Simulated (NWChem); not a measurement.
# One shape, several levels: AlSiH3BrO (SMILES [SiH3][O][Al][Br])

Aim: a comparison of 4 runs (UHF/STO-3G, UHF/3-21G, UB3LYP/6-31G*) of AlSiH3BrO. 

The results are computed with NWChem 7.3.0.

## (1) The system as given

AlSiH3BrO: 7 atoms, total charge 0, spin state doublet. As SMILES, `[SiH3][O][Al][Br]`. The shape is that of a PBE0-D4/def2-TZVP optimisation. This is one conformer, not always the lowest.

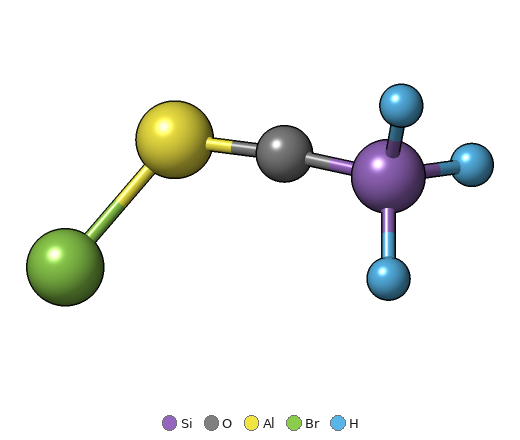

The structure, seen from a chosen angle (silicon purple, oxygen grey, aluminium yellow, bromine green, hydrogen blue).

## (2) Energy and gradient at UHF/STO-3G (run 1)

File run.py:

```python
from ase import Atoms
from ase.calculators.nwchem import NWChem

mol = Atoms(['Si', 'O', 'Al', 'Br', 'H', 'H', 'H'], positions=[
    [0.219700, 1.113700, 0.067200],
    [0.164800, -0.487200, 0.371500],
    [0.042800, -2.146700, 0.568400],
    [-1.082100, -3.376100, -0.980800],
    [-0.507900, 1.422900, -1.191000],
    [-0.410500, 1.857400, 1.188800],
    [1.634400, 1.548000, -0.069500],
])

calc = NWChem(
    label='albrh3osi',
    theory='scf',
    memory='2200 mb',
    basis='STO-3G',
    basispar='spherical bse',
    scf={'nopen': '1', 'uhf': None, 'thresh': '1e-08', 'maxiter': '80'},
)
mol.calc = calc

forces = mol.get_forces()
e = mol.get_potential_energy()
print(f"E = {e:.6f} eV")
print("forces (eV/A):")
for s, f in zip(mol.symbols, forces):
    print(f"{s:2s} {f[0]:10.5f} {f[1]:10.5f} {f[2]:10.5f}")
```

Run with:

```
export ASE_NWCHEM_COMMAND="nwchem PREFIX.nwi > PREFIX.nwo"
python run.py
```

The program printed:

```text
E = -85578.687684 eV
forces (eV/A):
Si   -0.04016    0.55484   -0.21073
O    -0.27161   -1.91516    0.01430
Al    0.03877    1.99754   -0.41621
Br    0.31501    0.63547    0.36391
H     0.79792   -0.19731    1.34428
H     0.69302   -0.70613   -1.23151
H    -1.53289   -0.36931    0.13596
```

The calculator wrote albrh3osi.nwi:

```
title "albrh3osi"

permanent_dir albrh3osi

scratch_dir albrh3osi

start albrh3osi

geometry units angstrom nocenter noautosym noautoz
  Si 2.1970000000000001e-01 1.1136999999999999e+00 6.7199999999999996e-02
  O  1.6480000000000000e-01 -4.8720000000000002e-01 3.7150000000000000e-01
  Al 4.2799999999999998e-02 -2.1467000000000001e+00 5.6840000000000002e-01
  Br -1.0821000000000001e+00 -3.3761000000000001e+00 -9.8080000000000001e-01
  H  -5.0790000000000002e-01 1.4229000000000001e+00 -1.1910000000000001e+00
  H  -4.1049999999999998e-01 1.8573999999999999e+00 1.1888000000000001e+00
  H  1.6344000000000001e+00 1.5480000000000000e+00 -6.9500000000000006e-02
end

memory 2200 mb

basis spherical bse noprint
   * library STO-3G
end

scf
  nopen 1
  uhf
  thresh 1e-08
  maxiter 80
end

task scf gradient
```

albrh3osi.nwo, cut to the lines that bear on the results:

```text
[...]
      One electron energy =  -5078.257618475107
[... 1 line left out ...]
 Nuclear repulsion energy =    337.563666188404
[... 56 lines left out ...]
          Final beta eigenvalues
[... 205 lines left out ...]
                     UHF Final Beta Molecular Orbital Analysis
[...]
  wavefunction    =   UHF
                         UHF ENERGY GRADIENTS
    atom               coordinates                        gradient
                 x          y          z           x          y          z
   1 Si      0.415173   2.104588   0.126990    0.000781  -0.010790   0.004098
   2 O       0.311427  -0.920675   0.702033    0.005282   0.037244  -0.000278
   3 Al      0.080880  -4.056675   1.074120   -0.000754  -0.038846   0.008094
   4 Br     -2.044872  -6.379904  -1.853443   -0.006126  -0.012358  -0.007077
   5 H      -0.959792   2.688891  -2.250664   -0.015517   0.003837  -0.026142
   6 H      -0.775733   3.509977   2.246506   -0.013477   0.013732   0.023949
   7 H       3.088568   2.925296  -0.131336    0.029810   0.007182  -0.002644
[...]
```

Run time: 5.1 s. Hardware: 1 thread of Intel Xeon 6975P-C (Granite Rapids), shared host; peak memory 0.096 GiB.

## (3) Energy and forces at UHF/3-21G (run 2)

File run.py:

```python
from ase import Atoms
from ase.calculators.nwchem import NWChem

molecule = Atoms(['Si', 'O', 'Al', 'Br', 'H', 'H', 'H'], positions=[
    [0.219700, 1.113700, 0.067200],
    [0.164800, -0.487200, 0.371500],
    [0.042800, -2.146700, 0.568400],
    [-1.082100, -3.376100, -0.980800],
    [-0.507900, 1.422900, -1.191000],
    [-0.410500, 1.857400, 1.188800],
    [1.634400, 1.548000, -0.069500],
])

calc = NWChem(
    label='albrh3osi',
    theory='scf',
    memory='2200 mb',
    basis='3-21G',
    basispar='spherical bse',
    scf={'nopen': '1', 'uhf': None, 'thresh': '1e-08', 'maxiter': '80'},
)
molecule.calc = calc

forces = molecule.get_forces()
print(f"energy = {molecule.get_potential_energy():.6f} eV")
print("forces (eV/A):")
for s, f in zip(molecule.symbols, forces):
    print(f"{s:2s} {f[0]:10.5f} {f[1]:10.5f} {f[2]:10.5f}")
```

Run with:

```
export ASE_NWCHEM_COMMAND="nwchem PREFIX.nwi > PREFIX.nwo"
python run.py
```

The program printed:

```text
energy = -86106.871775 eV
forces (eV/A):
Si    0.06073    0.70243   -0.06983
O    -0.11390   -1.27532    0.11524
Al    0.63835    0.86734    0.84368
Br   -0.59274   -0.64725   -0.81638
H     0.02221    0.12161    0.00519
H     0.01527    0.11256   -0.05209
H    -0.02993    0.11858   -0.02581
```

The calculator wrote albrh3osi.nwi:

```
title "albrh3osi"

permanent_dir albrh3osi

scratch_dir albrh3osi

start albrh3osi

geometry units angstrom nocenter noautosym noautoz
  Si 2.1970000000000001e-01 1.1136999999999999e+00 6.7199999999999996e-02
  O  1.6480000000000000e-01 -4.8720000000000002e-01 3.7150000000000000e-01
  Al 4.2799999999999998e-02 -2.1467000000000001e+00 5.6840000000000002e-01
  Br -1.0821000000000001e+00 -3.3761000000000001e+00 -9.8080000000000001e-01
  H  -5.0790000000000002e-01 1.4229000000000001e+00 -1.1910000000000001e+00
  H  -4.1049999999999998e-01 1.8573999999999999e+00 1.1888000000000001e+00
  H  1.6344000000000001e+00 1.5480000000000000e+00 -6.9500000000000006e-02
end

memory 2200 mb

basis spherical bse noprint
   * library 3-21G
end

scf
  nopen 1
  uhf
  thresh 1e-08
  maxiter 80
end

task scf gradient
```

albrh3osi.nwo, cut to the lines that bear on the results:

```text
[...]
      One electron energy =  -5084.126532552184
[... 1 line left out ...]
 Nuclear repulsion energy =    337.563666188404
[... 59 lines left out ...]
          Final beta eigenvalues
[... 261 lines left out ...]
                     UHF Final Beta Molecular Orbital Analysis
[...]
  wavefunction    =   UHF
                         UHF ENERGY GRADIENTS
    atom               coordinates                        gradient
                 x          y          z           x          y          z
   1 Si      0.415173   2.104588   0.126990   -0.001181  -0.013660   0.001358
   2 O       0.311427  -0.920675   0.702033    0.002215   0.024801  -0.002241
   3 Al      0.080880  -4.056675   1.074120   -0.012414  -0.016867  -0.016407
   4 Br     -2.044872  -6.379904  -1.853443    0.011527   0.012587   0.015876
   5 H      -0.959792   2.688891  -2.250664   -0.000432  -0.002365  -0.000101
   6 H      -0.775733   3.509977   2.246506   -0.000297  -0.002189   0.001013
   7 H       3.088568   2.925296  -0.131336    0.000582  -0.002306   0.000502
[...]
```

Wall time 6.3 s (1 thread of Intel Xeon 6975P-C (Granite Rapids), shared host); peak memory 0.097 GiB.

## (4) Energy and forces at UB3LYP/6-31G(d) (spherical functions) (run 3)

File mol.nw:

```
start mol
title "AlBrH3OSi gradient"
memory 2200 mb

geometry units au noautosym nocenter noautoz
  Si   0.41517283   2.10458798   0.12698960
  O    0.31142687  -0.92067457   0.70203326
  Al   0.08088028  -4.05667507   1.07412033
  Br  -2.04487264  -6.37990437  -1.85344338
  H   -0.95979190   2.68889130  -2.25066381
  H   -0.77573257   3.50997730   2.24650642
  H    3.08856838   2.92529604  -0.13133597
end

basis spherical bse
  * library 6-31G*
end

dft
  xc b3lyp
  mult 2
  grid xfine
  convergence energy 1e-08
  iterations 100
  mulliken
  noprint "final vectors analysis"
end

task dft gradient
```

Run with:

```
nwchem mol.nw > mol.out
```

The program printed:

```text
[...]
          Wavefunction type:  spin polarized.
          No. of atoms     :     7
          No. of electrons :    73
[...]
          Charge           :     0
          Spin multiplicity:     2
[...]
          AO basis - number of functions:    88
[...]
              XC Information
              --------------
                         B3LYP Method XC Potential
                     Hartree-Fock (Exact) Exchange  0.200
                        Slater Exchange Functional  0.800 local
                    Becke 1988 Exchange Functional  0.720 non-local
              Lee-Yang-Parr Correlation Functional  0.810
                  VWN I RPA Correlation Functional  0.190 local
[...]
 d= 0,ls=0.0,diis     1  -3182.8466361838 -3.52D+03  9.98D-03  1.97D-01     4.1
[...]
 d= 0,ls=0.0,diis    11  -3182.9431866499 -4.11D-09  2.23D-07  1.07D-09    36.7
[...]
         Total DFT energy =    -3182.943186649914
      One electron energy =    -5099.102784032249
           Coulomb energy =     1719.392801047844
    Exchange-Corr. energy =     -140.796845651316
 Nuclear repulsion energy =      337.563641985807
[...]
      Total Density - Mulliken Population Analysis
     ---------------------------------------------
    Atom       Charge   Shell Charges
 -----------   ------   -------------------------------------------------------
    1 Si  14    13.42   2.00  2.00  5.96  0.97  1.80  0.19  0.26  0.25
    2 O    8     8.62   2.00  0.88  2.97  0.91  1.85  0.01
    3 Al  13    12.44   2.00  2.00  5.96  0.86  0.94  0.31  0.16  0.21
    4 Br  35    35.24   2.00  2.00  6.00  2.00  5.99  1.64  3.85  0.30  1.46  6.95  2.92  0.15
    5 H    1     1.09   0.52  0.58
    6 H    1     1.09   0.52  0.58
    7 H    1     1.09   0.52  0.58
[...]
      <S2> =      0.7516 (Exact =     0.7500)
[...]
  wavefunction    = open shell
                         DFT ENERGY GRADIENTS
    atom               coordinates                        gradient
                 x          y          z           x          y          z
   1 Si      0.415173   2.104588   0.126990   -0.000585  -0.011764   0.001991
   2 O       0.311427  -0.920675   0.702033   -0.000632   0.000170  -0.001137
   3 Al      0.080880  -4.056675   1.074120   -0.001876   0.010608  -0.005640
   4 Br     -2.044873  -6.379904  -1.853443    0.003174   0.004025   0.004237
   5 H      -0.959792   2.688891  -2.250664    0.000091  -0.000996   0.000400
   6 H      -0.775733   3.509977   2.246506    0.000110  -0.001055  -0.000061
   7 H       3.088568   2.925296  -0.131336   -0.000281  -0.000987   0.000210
[...]
```

It took 52 s on 1 thread of Intel Xeon 6975P-C (Granite Rapids), shared host; peak memory 0.14 GiB.

## (5) Energy and forces at UB3LYP/6-31G(d) (Cartesian functions) (run 4)

File albrh3osi.nw:

```
start albrh3osi
title "AlBrH3OSi gradient"
memory total 2200 mb

geometry noautosym nocenter noautoz
 Si     0.219700     1.113700     0.067200
 O      0.164800    -0.487200     0.371500
 Al     0.042800    -2.146700     0.568400
 Br    -1.082100    -3.376100    -0.980800
 H     -0.507900     1.422900    -1.191000
 H     -0.410500     1.857400     1.188800
 H      1.634400     1.548000    -0.069500
end

basis
 Si library 6-31G*
 O library 6-31G*
 Al library 6-31G*
 Br library 6-31G*
 H library 6-31G*
end

dft
 xc b3lyp
 mult 2
 grid fine
 convergence energy 1e-08
 iterations 100
 mulliken
end

task dft gradient
```

Run with:

```
nwchem albrh3osi.nw > albrh3osi.out
```

The program printed:

```text
[...]
          Wavefunction type:  spin polarized.
          No. of atoms     :     7
          No. of electrons :    73
[...]
          Charge           :     0
          Spin multiplicity:     2
[...]
          AO basis - number of functions:    94
[...]
              XC Information
              --------------
                         B3LYP Method XC Potential
                     Hartree-Fock (Exact) Exchange  0.200
                        Slater Exchange Functional  0.800 local
                    Becke 1988 Exchange Functional  0.720 non-local
              Lee-Yang-Parr Correlation Functional  0.810
                  VWN I RPA Correlation Functional  0.190 local
[...]
 d= 0,ls=0.0,diis     1  -3182.8557589814 -3.52D+03  1.02D-02  5.06D-01     3.0
[...]
 d= 0,ls=0.0,diis    11  -3182.9561560673 -9.17D-09  4.54D-07  2.52D-09    24.4
[...]
         Total DFT energy =    -3182.956156067253
      One electron energy =    -5098.935767208131
           Coulomb energy =     1719.143857960883
    Exchange-Corr. energy =     -140.727913008410
 Nuclear repulsion energy =      337.563666188404
[...]
      Total Density - Mulliken Population Analysis
     ---------------------------------------------
    Atom       Charge   Shell Charges
 -----------   ------   -------------------------------------------------------
    1 Si  14    13.43   2.00  1.99  5.96  1.01  1.80  0.19  0.26  0.22
    2 O    8     8.62   1.99  0.89  2.97  0.87  1.86  0.03
    3 Al  13    12.43   2.00  1.99  5.96  0.98  0.94  0.30  0.15  0.10
    4 Br  35    35.25   2.00  1.99  6.00  1.93  5.99  1.62  3.84  0.36  1.46  7.02  2.95  0.11
    5 H    1     1.09   0.52  0.57
    6 H    1     1.09   0.52  0.58
    7 H    1     1.09   0.52  0.58
[...]
      <S2> =      0.7516 (Exact =     0.7500)
[...]
  wavefunction    = open shell
                         DFT ENERGY GRADIENTS
    atom               coordinates                        gradient
                 x          y          z           x          y          z
   1 Si      0.415173   2.104588   0.126990   -0.000580  -0.011340   0.001895
   2 O       0.311427  -0.920675   0.702033   -0.000617   0.000738  -0.001247
   3 Al      0.080880  -4.056675   1.074120   -0.001950   0.009565  -0.005511
   4 Br     -2.044872  -6.379904  -1.853443    0.003216   0.004107   0.004287
   5 H      -0.959792   2.688891  -2.250664    0.000082  -0.000999   0.000387
   6 H      -0.775733   3.509977   2.246506    0.000108  -0.001067  -0.000033
   7 H       3.088568   2.925296  -0.131336   -0.000259  -0.001004   0.000223
[...]
```

Wall time 38 s (1 thread of Intel Xeon 6975P-C (Granite Rapids), shared host); peak memory 0.12 GiB.

## (6) Overview of the runs

```csv
run,level,iteration cap,module,energy (Eh),dipole moment (D),HOMO energy (eV),LUMO energy (eV),wall time
1,UHF/STO-3G,80,scf,-3144.958791,3.72,-5.17,5.85,5.1 s
2,UHF/3-21G,80,scf,-3164.369198,2.61,-8.70,0.29,6.3 s
3,UB3LYP/6-31G* (spherical functions),100,dft,-3182.943187,1.64,–,–,52 s
4,UB3LYP/6-31G* (Cartesian functions),100,dft,-3182.956156,1.63,-6.13,-3.41,38 s
```

## (7) What came out

```
                                 quantity           value
                      run 4: total energy  -3182.95616 Eh
                     run 4: dipole moment          1.63 D
run 4: HOMO energy (highest over α and β)        -6.13 eV
 run 4: LUMO energy (lowest over α and β)        -3.41 eV
                              run 4: ⟨S²⟩           0.752
          run 4: largest force on an atom      0.592 eV/Å
```

What this shows: The dipole moment (its size) runs from 1.63 D (UB3LYP/6-31G*) to 3.72 D (UHF/STO-3G). The two ends differ in method and basis. In run 1 the basis is minimal, so the values are rough. All runs together took 1.7 min, the longest 52 s.
